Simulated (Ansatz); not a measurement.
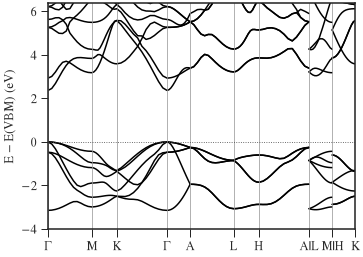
Figure: Band structure from PBE in the plane-wave PAW code Ansatz

Q: Read off the gap and where the band edges lie.

A: About 2.4 eV (2.37 eV by a search for the band edges); maximum at Γ, minimum at Γ.

The material is MgTe (wurtzite, P6_3mc).

The PBE relaxation kept the symmetry of its start. Scalar-relativistic: spin–orbit coupling is off unless named, which matters more the heavier the elements.

Potentials: the earlier of the program's two PAW sets.
